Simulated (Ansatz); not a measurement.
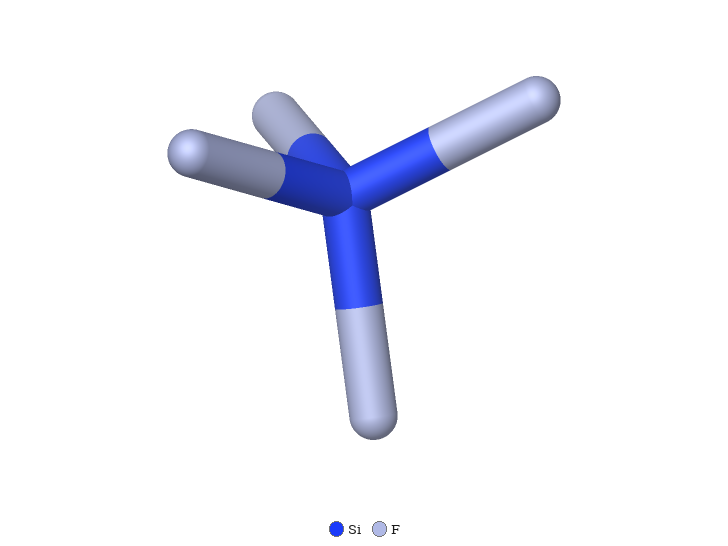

Every bond is drawn as one stick, whatever its order.

**Give the formula.**

SiF₄, 5 atoms: 1 silicon and 4 fluorine.

**Count the bonded pairs by element.**

4 F–Si. Sticks follow a distance rule.

**How many sets of symmetry-equivalent atoms are there?**

2: 1 Si, 4 F.

**What is the point group of this geometry?**

Td.

More results for the same structure follow; atom numbers are the same in all pictures, views and colours differ. The geometry was computed by an optimisation with PBE0-D4/def2-TZVP.

## Shape

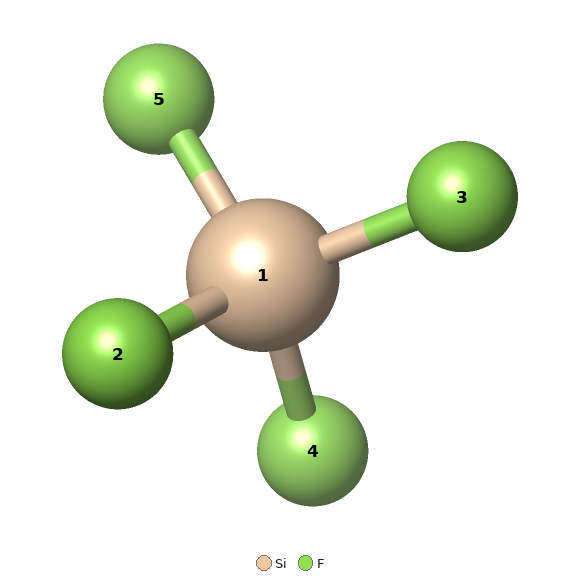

Numbered structure.

**How are the neighbours of atom 1 arranged?**

Si1 has 4 neighbours (F2 at 1.56, F3 at 1.56, F4 at 1.56, F5 at 1.56 Å); the arrangement is tetrahedral.

## Charges

The questions are on Mulliken charges. Properties computed with RKS PBE0-D4/def2-TZVP (Ansatz 0.2.0).

Give the Mulliken charges atom by atom.

| atom | value (e) |
| --- | --- |
| Si1 | 1.04 |
| F2 | −0.26 |
| F3 | −0.26 |
| F4 | −0.26 |
| F5 | −0.26 |

## Vibrations

Harmonic vibrations computed with RKS PBE0-D4/def2-TZVP (Ansatz 0.2.0) at a stationary point of the same level.

**List the wavenumbers.**

9 modes: 258, 258, 381, 381, 381, 796, 1034, 1034, 1034 cm⁻¹.

## Thermal motion

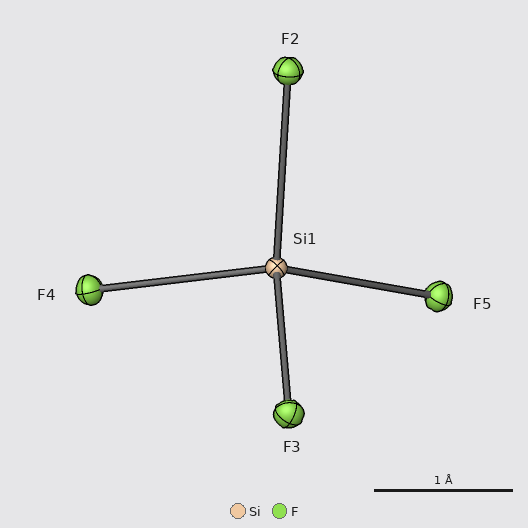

Displacement ellipsoids at the 50 % level, enlarged 2 times, from the internal vibrations of the free molecule (harmonic, no overall translation or rotation; no half-axis is drawn under 0.075 Å). Vibrations computed with RKS PBE0-D4/def2-TZVP (Ansatz 0.2.0). Temperature: 0 K (zero-point motion alone).

List U_eq and the three principal root-mean-square amplitudes for each kind of atom.

| atom | U_eq (Å²) | rms amplitudes (Å) |
| --- | --- | --- |
| Si1 | 0.00064 | 0.025, 0.025, 0.025 |
| F2, F3, F4, F5 | 0.0012 | 0.033, 0.036, 0.036 |

Mulliken values depend strongly on the basis set and can even reverse the polarity of a bond.
